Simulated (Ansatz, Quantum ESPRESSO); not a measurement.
# 1T-PbF2, 1 layer: response to a perpendicular field, part 3 of 6

How does 1T-PbF2, 1 layer respond to a gate-like field without added charge?

Quantum ESPRESSO 7.5; plane-wave DFT, vdW-DF-cx, GBRV ultrasoft pseudopotentials made under PBE; geometry and cross-check by Ansatz 0.2.0 with PAW datasets.

So far. Step 3 (Self-consistent run: no field): The run needed 12 iterations to bring the estimated error under 1e-09 Ry; the largest force on any atom, held or free, is 0.10 eV/Å. Step 4 (Potential by pp.x): The vacuum is flat to 0.1 meV/Å, so its level is well defined. Inside the slab the curve depends on the local part of the pseudopotentials; only the vacuum level has a meaning of its own.

## 5. Band structure: no field

The density is frozen and the levels are solved along a path.

Contents of f0.bands.in:

```
&control
  prefix = 'f0.bands'
  outdir = './out'
  pseudo_dir = './pseudo'
  calculation = 'bands'
  tefield = .true.
  dipfield = .true.
/
&system
  ibrav = 0
  nat = 3
  ntyp = 2
  ecutwfc = 40
  ecutrho = 200
  input_dft = 'vdw-df-cx'
  occupations = 'smearing'
  smearing = 'fd'
  degauss = 0.004
  edir = 3
  emaxpos = 0.97
  eopreg = 0.04
  eamp = 0.0
  nbnd = 20
/
&electrons
  conv_thr = 1e-07
  mixing_beta = 0.4
  electron_maxstep = 120
  mixing_mode = 'local-TF'
/
ATOMIC_SPECIES
  F   18.9984  f_pbe_v1.4.uspp.F.UPF
  Pb  207.2000  pb_pbe_v1.uspp.F.UPF
CELL_PARAMETERS angstrom
  3.98434060467257 0.00000000000000 -0.00000000000000
  -1.99217030233629 3.45054018097630 -0.00000000000000
  -0.00000000000000 -0.00000000000000 19.35734462590000
ATOMIC_POSITIONS crystal
  F   0.666666666667 0.333333333333 0.448537859231
  Pb  -0.000000000000 -0.000000000000 0.499999372046
  F   0.333333333333 0.666666666667 0.551462768723
K_POINTS crystal_b
4
  0.0000000000 0.0000000000 0.0000000000 14
  0.5000000000 0.0000000000 0.0000000000 14
  0.3333333333 0.3333333333 0.0000000000 14
  0.0000000000 0.0000000000 0.0000000000 1
```

Command:

```sh
> cp -r out/f0.save out/f0.bands.save
> cp out/f0.xml out/f0.bands.xml
> OMP_NUM_THREADS=1 mpirun -n 4 pw.x -nk 4 -in f0.bands.in > f0.bands.out
```

The log of the run:

```text
[banner, memory and clock lines left out]
Program PWSCF v.7.5 starts

          URL

     Presently no symmetry can be used with electric field

     IMPORTANT: XC functional enforced from input :
     Exchange-correlation= VDW-DF-CX
                           (   1   4  27   0   1   0   0)
     Any further DFT definition will be discarded
     Please, verify this is what you really want

     Atomic positions and unit cell read from directory:
     ./out/f0.bands.save/

     G-vector sticks info

     bravais-lattice index     =            0
     lattice parameter (alat)  =       7.5293  a.u.
     unit-cell volume          =    1795.9156 (a.u.)^3
     number of atoms/cell      =            3
     number of atomic types    =            2
     number of electrons       =        28.00
     number of Kohn-Sham states=           20
     kinetic-energy cutoff     =      40.0000  Ry
     charge density cutoff     =     200.0000  Ry
     Exchange-correlation= VDW-DF-CX
                           (   1   4  27   0   1   0   0)

     celldm(1)=   7.529313  celldm(2)=   0.000000  celldm(3)=   0.000000
     celldm(4)=   0.000000  celldm(5)=   0.000000  celldm(6)=   0.000000

     crystal axes: (cart. coord. in units of alat)
               a(1) = (   1.000000   0.000000  -0.000000 )
               a(2) = (  -0.500000   0.866025  -0.000000 )
               a(3) = (  -0.000000  -0.000000   4.858356 )

     reciprocal axes: (cart. coord. in units 2 pi/alat)
               b(1) = (  1.000000  0.577350  0.000000 )
               b(2) = (  0.000000  1.154701  0.000000 )
               b(3) = (  0.000000  0.000000  0.205831 )

     PseudoPot. # 1 for F  read from file:
     ./pseudo/f_pbe_v1.4.uspp.F.UPF
     Pseudo is Ultrasoft, Zval =  7.0
     Generated by new atomic code, or converted to UPF format
     Using radial grid of  799 points,  4 beta functions with:
                l(1) =   0
                l(2) =   0
                l(3) =   1
                l(4) =   1
     Q(r) pseudized with  8 coefficients,  rinner =    0.950   0.950   0.950

     PseudoPot. # 2 for Pb read from file:
     ./pseudo/pb_pbe_v1.uspp.F.UPF
     Pseudo is Ultrasoft + core correction, Zval = 14.0
     Generated by new atomic code, or converted to UPF format
     Using radial grid of  899 points,  6 beta functions with:
                l(1) =   0
                l(2) =   0
                l(3) =   1
                l(4) =   1
                l(5) =   2
                l(6) =   2
     Q(r) pseudized with  6 coefficients,  rinner =    1.000   1.000   1.000
                                                       1.000   1.000

     atomic species   valence    mass     pseudopotential
     F                 7.00    18.99840     F ( 1.00)
     Pb               14.00   207.20000     Pb( 1.00)

     No symmetry found

   Cartesian axes

     site n.     atom                  positions (alat units)
         1        F      tau(   1) = (   0.5000000   0.2886751   2.1791565  )
         2        Pb     tau(   2) = (   0.0000000  -0.0000000   2.4291749  )
         3        F      tau(   3) = (  -0.0000000   0.5773503   2.6792024  )

     number of k points=    43  Fermi-Dirac smearing, width (Ry)=  0.0040
                       cart. coord. in units 2pi/alat
        k(    1) = (   0.0000000   0.0000000   0.0000000), wk =   0.0465116
        k(    2) = (   0.0357143   0.0206197   0.0000000), wk =   0.0465116
        k(    3) = (   0.0714286   0.0412393   0.0000000), wk =   0.0465116
        k(    4) = (   0.1071429   0.0618590   0.0000000), wk =   0.0465116
        k(    5) = (   0.1428571   0.0824786   0.0000000), wk =   0.0465116
        k(    6) = (   0.1785714   0.1030983   0.0000000), wk =   0.0465116
        k(    7) = (   0.2142857   0.1237179   0.0000000), wk =   0.0465116
        k(    8) = (   0.2500000   0.1443376   0.0000000), wk =   0.0465116
        k(    9) = (   0.2857143   0.1649572   0.0000000), wk =   0.0465116
        k(   10) = (   0.3214286   0.1855769   0.0000000), wk =   0.0465116
        k(   11) = (   0.3571429   0.2061965   0.0000000), wk =   0.0465116
        k(   12) = (   0.3928571   0.2268162   0.0000000), wk =   0.0465116
        k(   13) = (   0.4285714   0.2474358   0.0000000), wk =   0.0465116
        k(   14) = (   0.4642857   0.2680555   0.0000000), wk =   0.0465116
        k(   15) = (   0.5000000   0.2886751   0.0000000), wk =   0.0465116
        k(   16) = (   0.4880952   0.3092948   0.0000000), wk =   0.0465116
        k(   17) = (   0.4761905   0.3299144   0.0000000), wk =   0.0465116
        k(   18) = (   0.4642857   0.3505341   0.0000000), wk =   0.0465116
        k(   19) = (   0.4523810   0.3711537   0.0000000), wk =   0.0465116
        k(   20) = (   0.4404762   0.3917734   0.0000000), wk =   0.0465116
        k(   21) = (   0.4285714   0.4123930   0.0000000), wk =   0.0465116
        k(   22) = (   0.4166667   0.4330127   0.0000000), wk =   0.0465116
        k(   23) = (   0.4047619   0.4536324   0.0000000), wk =   0.0465116
        k(   24) = (   0.3928571   0.4742520   0.0000000), wk =   0.0465116
        k(   25) = (   0.3809524   0.4948717   0.0000000), wk =   0.0465116
        k(   26) = (   0.3690476   0.5154913   0.0000000), wk =   0.0465116
        k(   27) = (   0.3571429   0.5361110   0.0000000), wk =   0.0465116
        k(   28) = (   0.3452381   0.5567306   0.0000000), wk =   0.0465116
        k(   29) = (   0.3333333   0.5773503   0.0000000), wk =   0.0465116
        k(   30) = (   0.3095238   0.5361110   0.0000000), wk =   0.0465116
        k(   31) = (   0.2857143   0.4948717   0.0000000), wk =   0.0465116
        k(   32) = (   0.2619048   0.4536324   0.0000000), wk =   0.0465116
        k(   33) = (   0.2380952   0.4123930   0.0000000), wk =   0.0465116
        k(   34) = (   0.2142857   0.3711537   0.0000000), wk =   0.0465116
        k(   35) = (   0.1904762   0.3299144   0.0000000), wk =   0.0465116
        k(   36) = (   0.1666667   0.2886751   0.0000000), wk =   0.0465116
        k(   37) = (   0.1428571   0.2474358   0.0000000), wk =   0.0465116
        k(   38) = (   0.1190476   0.2061965   0.0000000), wk =   0.0465116
        k(   39) = (   0.0952381   0.1649572   0.0000000), wk =   0.0465116
        k(   40) = (   0.0714286   0.1237179   0.0000000), wk =   0.0465116
        k(   41) = (   0.0476190   0.0824786   0.0000000), wk =   0.0465116
        k(   42) = (   0.0238095   0.0412393   0.0000000), wk =   0.0465116
        k(   43) = (   0.0000000   0.0000000   0.0000000), wk =   0.0465116

     Dense  grid:    85629 G-vectors     FFT dimensions: (  36,  36, 180)

     Smooth grid:    61323 G-vectors     FFT dimensions: (  32,  32, 150)

[...]
-7.8500  -7.6802  -6.6283  -6.5047  -6.3715  -4.8986  -0.1697   0.9407
     3.2588   3.4815   3.7392   4.1832

          k = 0.4643 0.2681 0.0000 (  7662 PWs)   bands (ev):

   -25.2977 -25.2726 -19.5525 -19.5237 -19.4985 -19.3825 -19.2699 -11.0591
    -7.8769  -7.7007  -6.6221  -6.5001  -6.3748  -4.8577  -0.1745   0.9838
     3.2742   3.7681   4.0280   4.4902

          k = 0.5000 0.2887 0.0000 (  7666 PWs)   bands (ev):

   -25.2883 -25.2814 -19.5527 -19.5239 -19.4984 -19.3812 -19.2670 -11.0666
    -7.8859  -7.7076  -6.6199  -6.4985  -6.3760  -4.8439  -0.1771   1.0003
     3.2794   3.8920   4.2961   4.4430

          k = 0.4881 0.3093 0.0000 (  7680 PWs)   bands (ev):

   -25.2882 -25.2815 -19.5525 -19.5236 -19.4985 -19.3810 -19.2674 -11.0673
    -7.8844  -7.7092  -6.6314  -6.4914  -6.3749  -4.8421  -0.1676   1.0011
     3.2594   3.8988   4.3014   4.4478

          k = 0.4762 0.3299 0.0000 (  7676 PWs)   bands (ev):

   -25.2878 -25.2817 -19.5519 -19.5226 -19.4987 -19.3801 -19.2684 -11.0693
    -7.8797  -7.7138  -6.6603  -6.4751  -6.3716  -4.8369  -0.1393   1.0036
     3.2019   3.9186   4.3173   4.4623

          k = 0.4643 0.3505 0.0000 (  7660 PWs)   bands (ev):

   -25.2872 -25.2820 -19.5509 -19.5211 -19.4990 -19.3787 -19.2702 -11.0726
    -7.8721  -7.7210  -6.6995  -6.4564  -6.3663  -4.8283  -0.0929   1.0076
     3.1125   3.9498   4.3431   4.4864

          k = 0.4524 0.3712 0.0000 (  7648 PWs)   bands (ev):

   -25.2863 -25.2824 -19.5495 -19.5191 -19.4995 -19.3766 -19.2726 -11.0770
    -7.8618  -7.7303  -6.7450  -6.4382  -6.3597  -4.8168  -0.0297   1.0134
     2.9976   3.9912   4.3783   4.5200

          k = 0.4405 0.3918 0.0000 (  7656 PWs)   bands (ev):

   -25.2853 -25.2829 -19.5479 -19.5168 -19.5000 -19.3739 -19.2756 -11.0824
    -7.8493  -7.7409  -6.7947  -6.4214  -6.3523  -4.8028   0.0488   1.0210
     2.8637   4.0424   4.4225   4.5628

          k = 0.4286 0.4124 0.0000 (  7642 PWs)   bands (ev):

   -25.2842 -25.2834 -19.5460 -19.5145 -19.5007 -19.3703 -19.2793 -11.0886
    -7.8351  -7.7520  -6.8469  -6.4061  -6.3448  -4.7869   0.1403   1.0308
     2.7162   4.1034   4.4753   4.6144

          k = 0.4167 0.4330 0.0000 (  7642 PWs)   bands (ev):

   -25.2839 -25.2831 -19.5439 -19.5121 -19.5014 -19.3660 -19.2834 -11.0952
    -7.8198  -7.7628  -6.9000  -6.3923  -6.3376  -4.7699   0.2421   1.0435
     2.5600   4.1743   4.5365   4.6744

          k = 0.4048 0.4536 0.0000 (  7656 PWs)   bands (ev):

   -25.2843 -25.2821 -19.5419 -19.5100 -19.5021 -19.3610 -19.2880 -11.1022
    -7.8045  -7.7725  -6.9520  -6.3799  -6.3314  -4.7524   0.3503   1.0605
     2.3989   4.2552   4.6055   4.7415

          k = 0.3929 0.4743 0.0000 (  7644 PWs)   bands (ev):

   -25.2846 -25.2812 -19.5399 -19.5082 -19.5028 -19.3552 -19.2930 -11.1090
    -7.7901  -7.7804  -7.0009  -6.3687  -6.3265  -4.7352   0.4598   1.0846
     2.2364   4.3464   4.6818   4.8140

          k = 0.3810 0.4949 0.0000 (  7636 PWs)   bands (ev):

   -25.2847 -25.2805 -19.5380 -19.5067 -19.5035 -19.3489 -19.2984 -11.1153
    -7.7858  -7.7781  -7.0445  -6.3586  -6.3233  -4.7193   0.5630   1.1207
     2.0752   4.4479   4.7639   4.8881

          k = 0.3690 0.5155 0.0000 (  7626 PWs)   bands (ev):

   -25.2845 -25.2802 -19.5365 -19.5057 -19.5040 -19.3422 -19.3040 -11.1209
    -7.7884  -7.7698  -7.0807  -6.3496  -6.3218  -4.7056   0.6500   1.1759
     1.9178   4.5598   4.8494   4.9561

          k = 0.3571 0.5361 0.0000 (  7644 PWs)   bands (ev):

   -25.2841 -25.2802 -19.5353 -19.5050 -19.5044 -19.3353 -19.3099 -11.1254
    -7.7878  -7.7663  -7.1076  -6.3417  -6.3223  -4.6949   0.7120   1.2564
     1.7660   4.6821   4.9321   5.0027

          k = 0.3452 0.5567 0.0000 (  7658 PWs)   bands (ev):

   -25.2832 -25.2808 -19.5346 -19.5047 -19.5046 -19.3285 -19.3159 -11.1283
    -7.7836  -7.7684  -7.1238  -6.3349  -6.3248  -4.6880   0.7463   1.3619
     1.6216   4.8140   4.9955   5.0045

          k = 0.3333 0.5774 0.0000 (  7680 PWs)   bands (ev):

   -25.2820 -25.2819 -19.5344 -19.5046 -19.5046 -19.3221 -19.3221 -11.1293
    -7.7758  -7.7758  -7.1291  -6.3292  -6.3291  -4.6856   0.7565   1.4860
     1.4860   4.9445   4.9447   5.0053

          k = 0.3095 0.5361 0.0000 (  7650 PWs)   bands (ev):

   -25.2864 -25.2780 -19.5352 -19.5051 -19.5043 -19.3346 -19.3112 -11.1245
    -7.8011  -7.7490  -7.1107  -6.3431  -6.3208  -4.6964   0.7236   1.2459
     1.7609   4.6721   4.6835   5.2778

          k = 0.2857 0.4949 0.0000 (  7636 PWs)   bands (ev):

   -25.2938 -25.2719 -19.5371 -19.5058 -19.5041 -19.3474 -19.3046 -11.1085
    -7.8277  -7.7081  -7.0650  -6.3634  -6.3168  -4.7313   0.6370   1.0537
     2.0386   4.2246   4.3451   4.9228

          k = 0.2619 0.4536 0.0000 (  7644 PWs)   bands (ev):

   -25.3046 -25.2635 -19.5395 -19.5063 -19.5044 -19.3604 -19.3037 -11.0795
    -7.8418  -7.6549  -7.0057  -6.3887  -6.3170  -4.7919   0.5065   0.9154
     2.2955   3.7836   3.9876   4.4780

          k = 0.2381 0.4124 0.0000 (  7650 PWs)   bands (ev):

   -25.3187 -25.2529 -19.5417 -19.5064 -19.5054 -19.3737 -19.3093 -11.0365
    -7.8346  -7.5919  -6.9433  -6.4178  -6.3208  -4.8783   0.3401   0.8354
     2.5176   3.3730   3.6310   4.0634

          k = 0.2143 0.3712 0.0000 (  7654 PWs)   bands (ev):

   -25.3356 -25.2402 -19.5435 -19.5070 -19.5057 -19.3874 -19.3215 -10.9793
    -7.8018  -7.5223  -6.8851  -6.4497  -6.3274  -4.9886   0.1473   0.8161
     2.6955   2.9995   3.2876   3.6873

          k = 0.1905 0.3299 0.0000 (  7655 PWs)   bands (ev):

   -25.3549 -25.2258 -19.5450 -19.5088 -19.5045 -19.4013 -19.3396 -10.9090
    -7.7427  -7.4491  -6.8362  -6.4835  -6.3356  -5.1195  -0.0616   0.8572
     2.6670   2.8236   2.9670   3.3525

          k = 0.1667 0.2887 0.0000 (  7685 PWs)   bands (ev):

   -25.3755 -25.2103 -19.5461 -19.5104 -19.5027 -19.4153 -19.3625 -10.8275
    -7.6594  -7.3751  -6.7995  -6.5186  -6.3447  -5.2661  -0.2761   0.9540
     2.3796   2.6727   2.9042   3.0608

          k = 0.1429 0.2474 0.0000 (  7705 PWs)   bands (ev):

   -25.3966 -25.1944 -19.5471 -19.5117 -19.5006 -19.4289 -19.3882 -10.7380
    -7.5556  -7.3025  -6.7761  -6.5549  -6.3547  -5.4216  -0.4871   1.0927
     2.1450   2.4133   2.8148   2.9377

          k = 0.1190 0.2062 0.0000 (  7709 PWs)   bands (ev):

   -25.4169 -25.1789 -19.5482 -19.5124 -19.4987 -19.4417 -19.4146 -10.6451
    -7.4372  -7.2324  -6.7649  -6.5928  -6.3668  -5.5780  -0.6858   1.2405
     1.9819   2.1898   2.6208   2.9353

          k = 0.0952 0.1650 0.0000 (  7711 PWs)   bands (ev):

   -25.4354 -25.1647 -19.5494 -19.5125 -19.4977 -19.4529 -19.4389 -10.5546
    -7.3117  -7.1654  -6.7633  -6.6332  -6.3828  -5.7257  -0.8641   1.3298
     1.9265   2.0044   2.4962   2.9093

          k = 0.0714 0.1237 0.0000 (  7695 PWs)   bands (ev):

   -25.4511 -25.1526 -19.5507 -19.5124 -19.4990 -19.4621 -19.4580 -10.4731
    -7.1883  -7.1012  -6.7681  -6.6774  -6.4040  -5.8543  -1.0140   1.3218
     1.8587   1.9538   2.4832   2.8728

          k = 0.0476 0.0825 0.0000 (  7683 PWs)   bands (ev):

   -25.4629 -25.1433 -19.5518 -19.5123 -19.5039 -19.4691 -19.4689 -10.4080
    -7.0780  -7.0405  -6.7771  -6.7253  -6.4289  -5.9537  -1.1279   1.2738
     1.7539   1.9587   2.5966   2.8377

          k = 0.0238 0.0412 0.0000 (  7691 PWs)   bands (ev):

   -25.4703 -25.1375 -19.5526 -19.5122 -19.5097 -19.4733 -19.4729 -10.3657
    -6.9958  -6.9880  -6.7880  -6.7712  -6.4514  -6.0163  -1.1994   1.2341
     1.6907   1.9407   2.7403   2.8130

          k = 0.0000 0.0000 0.0000 (  7663 PWs)   bands (ev):

   -25.4728 -25.1355 -19.5529 -19.5122 -19.5122 -19.4742 -19.4742 -10.3511
    -6.9632  -6.9632  -6.7941  -6.7941  -6.4609  -6.0376  -1.2237   1.2196
     1.6696   1.9316   2.8041   2.8041

     XML data file, pseudopotentials, collected wavefunctions

                                        0.00s GPU  (     664 calls)

Note: The following floating-point exceptions are signalling: IEEE_UNDERFLOW_FLAG
Note: The following floating-point exceptions are signalling: IEEE_UNDERFLOW_FLAG
Note: The following floating-point exceptions are signalling: IEEE_UNDERFLOW_FLAG
Note: The following floating-point exceptions are signalling: IEEE_UNDERFLOW_FLAG
[key lines of the parts left out:]
Dipole field         -0.0000 Ry au,
```

Run time: 86 s. Hardware: 4 MPI ranks of Arm Neoverse N1, shared host; peak memory 0.62 GiB.

Band numbers count within the set of bands kept for display. Electronic bands along the path, in eV, zero at the highest filled level of the SCF mesh; v1 is the highest filled band, c1 the lowest empty one:

```tsv
point	v4	v3	v2	v1	c1	c2	c3	c4
Γ	-2.11	-2.11	-1.78	-1.35	3.46	5.91	6.36	6.62
M	-1.93	-1.81	-1.69	-0.16	4.51	5.69	7.96	8.58
K	-2.44	-1.64	-1.64	0.00	5.44	6.17	6.17	9.63
Γ	-2.11	-2.11	-1.78	-1.35	3.46	5.91	6.36	6.62
```

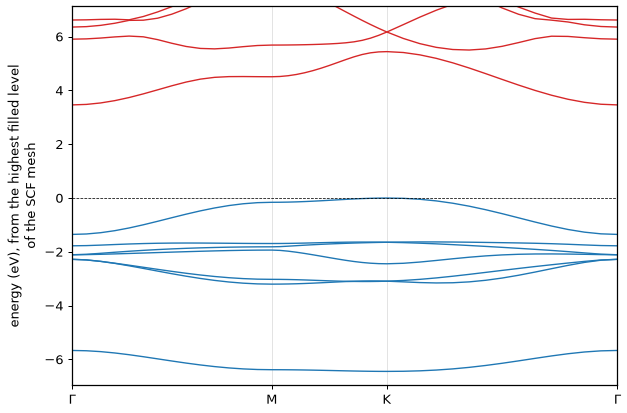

Electronic bands along the path; lines of filled and empty bands in two colours.

Along this path the valence top lies at K and the conduction bottom at Γ.

## 6. Self-consistent run: field 0.1 V/Å

eamp is the field in Hartree atomic units (1 a.u. = 51.42 V/Å). With dipfield on, it is the field in the vacuum beside an isolated sheet. The run starts from the density of the one before.

Contents of f1.in:

```
&control
  prefix = 'f1'
  outdir = './out'
  pseudo_dir = './pseudo'
  calculation = 'scf'
  tprnfor = .true.
  tefield = .true.
  dipfield = .true.
/
&system
  ibrav = 0
  nat = 3
  ntyp = 2
  ecutwfc = 40
  ecutrho = 200
  input_dft = 'vdw-df-cx'
  occupations = 'smearing'
  smearing = 'fd'
  degauss = 0.004
  edir = 3
  emaxpos = 0.97
  eopreg = 0.04
  eamp = 0.00194469
/
&electrons
  conv_thr = 1e-09
  mixing_beta = 0.4
  electron_maxstep = 120
  mixing_mode = 'plain'
  startingpot = 'file'
/
ATOMIC_SPECIES
  F   18.9984  f_pbe_v1.4.uspp.F.UPF
  Pb  207.2000  pb_pbe_v1.uspp.F.UPF
CELL_PARAMETERS angstrom
  3.98434060467257 0.00000000000000 -0.00000000000000
  -1.99217030233629 3.45054018097630 -0.00000000000000
  -0.00000000000000 -0.00000000000000 19.35734462590000
ATOMIC_POSITIONS crystal
  F   0.666666666667 0.333333333333 0.448537859231
  Pb  -0.000000000000 -0.000000000000 0.499999372046
  F   0.333333333333 0.666666666667 0.551462768723
K_POINTS automatic
  12 12 1 0 0 0
```

Command:

```sh
> cp -r out/f0.save out/f1.save
> OMP_NUM_THREADS=1 mpirun -n 4 pw.x -nk 4 -in f1.in > f1.out
```

The log of the run:

```text
[banner, memory and clock lines left out]
Program PWSCF v.7.5 starts
[...]
number of electrons       =        28.00
     number of Kohn-Sham states=           18
     kinetic-energy cutoff     =      40.0000  Ry
     charge density cutoff     =     200.0000  Ry
[...]
number of k points=    74  Fermi-Dirac smearing, width (Ry)=  0.0040
[...]
Dense  grid:    85629 G-vectors     FFT dimensions: (  36,  36, 180)
[...]
The initial density is read from file :
[...]
negative rho (up, down):  1.841E-02 0.000E+00
[...]
Starting wfcs are   17 randomized atomic wfcs +    1 random wfcs
[...]
negative rho (up, down):  1.829E-02 0.000E+00
[...]
estimated scf accuracy    <       0.00075447 Ry
[...]
negative rho (up, down):  1.828E-02 0.000E+00
[...]
estimated scf accuracy    <       0.00046461 Ry
[...]
negative rho (up, down):  1.829E-02 0.000E+00
[...]
estimated scf accuracy    <       0.00000263 Ry
[...]
negative rho (up, down):  1.834E-02 0.000E+00
[...]
estimated scf accuracy    <       0.00000071 Ry
[...]
negative rho (up, down):  1.839E-02 0.000E+00
[...]
estimated scf accuracy    <       0.00000021 Ry
[...]
negative rho (up, down):  1.841E-02 0.000E+00
[...]
estimated scf accuracy    <       0.00000001 Ry
[...]
negative rho (up, down):  1.841E-02 0.000E+00
[...]
estimated scf accuracy    <          2.3E-09 Ry
[...]
negative rho (up, down):  1.842E-02 0.000E+00
[...]
Computed dipole along edir(3) :
        Dipole                0.0365 Ry au,          0.0927 Debye
        Dipole field          0.0003 Ry au,
        E field amplitude [Ha a.u.]:  1.9447E-03
        Potential amp.        0.1187 Ry
        Total length         35.1169 bohr
[...]
the Fermi energy is    -2.5038 ev
!    total energy              =    -261.05016772 Ry
     estimated scf accuracy    <          5.3E-10 Ry
     smearing contrib. (-TS)   =      -0.00000000 Ry
     internal energy E=F+TS    =    -261.05016772 Ry
[...]
one-electron contribution =    -966.00670897 Ry
     hartree contribution      =     492.42841567 Ry
     xc contribution           =     -81.50625261 Ry
     ewald contribution        =     294.03451068 Ry
     electric field correction =      -0.00013248 Ry
     convergence has been achieved in   8 iterations
     negative rho (up, down):  1.842E-02 0.000E+00
[...]
Total force =     0.006676     Total SCF correction =     0.000014
[...]
```

Run time: 1.9 min. Hardware: 4 MPI ranks; peak memory 0.92 GiB.

This step gave:

- free energy: -3551.7685 eV
- Fermi energy: -2.504 eV
- dipole along the normal: 0.01930 e·Å
- valence top, on the run's zero: -4.669 eV
- conduction bottom, on the run's zero: -1.209 eV
- gap by band count: 3.460 eV

The dipole goes from -0.0000 to 0.0193 e Å, 0.1930 e Å per V/Å.

## 7. Electrostatic potential

Contents of f1.pot.in:

```
&inputpp
  prefix = 'f1'
  outdir = './out'
  filplot = 'f1.pot.dat'
  plot_num = 11
/
```

Command:

```sh
> OMP_NUM_THREADS=1 mpirun -n 4 pp.x -in f1.pot.in > f1.pot.out
```

It took 31 s on 4 MPI ranks; peak memory 0.2 GiB; 2.1 min of CPU time.

Read from the output:

```
slope of the potential above                                          : 0.1000 eV/Å
upper vacuum line continued to the top atoms, over the valence top    : 7.089 eV
slope of the potential below                                          : 0.09999 eV/Å
lower vacuum line continued to the bottom atoms, over the valence top : 7.144 eV
```

The slope in the vacuum is 0.100 eV/Å for an applied 0.10 V/Å, as it should be.

(Part 3 of 6 ends here.)

[Logs are printed without paths, hosts, clocks, repeated set-up lines and the standing remarks that a program may print on its own settings, such as how far it seeks lower states.]

[Hosts, paths, dates, database ids (printed as entryN), source tags and the programs' standing remarks are cut or masked in the printed files.]

[Maps of the electrostatic potential energy from Ansatz leave out the sawtooth potential of an applied field or a dipole correction, so their vacuum need not be flat; planar profiles and work functions include it.]
